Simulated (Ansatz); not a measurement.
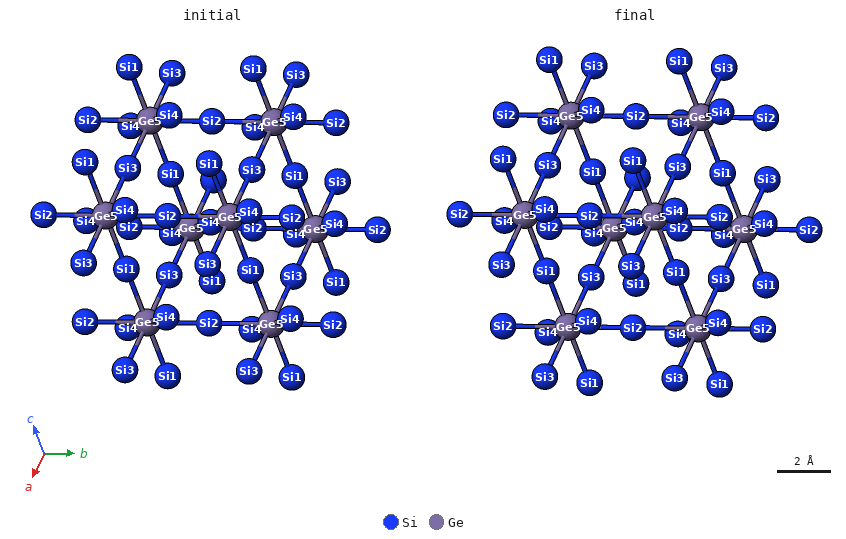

The structure of a crystal of Si4Ge (a generated structure, set up in Im-3m) (coarse preliminary run) before (left) and after (right) a relaxation, at one scale.

A ball-and-stick model of the cell of the calculation, seen from a free direction.

Theory: DFT PBE, scalar-relativistic, plane waves, PAW in Ansatz. (plane-wave cutoff 420 eV; k-point mesh 4 × 4 × 4; occupations gaussian; smearing width 0.1 eV; no spin polarisation; cell and atoms relaxed; force threshold 0.04 eV/Å; at most 70 steps)

**Summarise the run.**

The atoms keep their places relative to the cell (all moves are under 0.005 Å). The drawn cell changes as follows: a = b = c 4.736 → 4.957 Å (+4.7 %); the volume changes by +14.6 %. Near-neighbour distances that change, for instance: Si1–Ge5 2.368 → 2.479 Å. The space group stays Im-3m (No. 229). Over 3 accepted moves (4 points after the start) the energy falls by 0.441 eV per cell of the calculation. All forces vanish by symmetry, so only the cell relaxes. The pressure goes from 13.48 to 0.16 GPa. At 1 point the geometry stayed and the basis and grid were re-selected for the new cell (energy shift of 4.7 meV per cell of the calculation at most each time). Cost: 5.2 s on 1 thread of Arm Neoverse V2, on a shared host, peak memory 0.33 GiB.
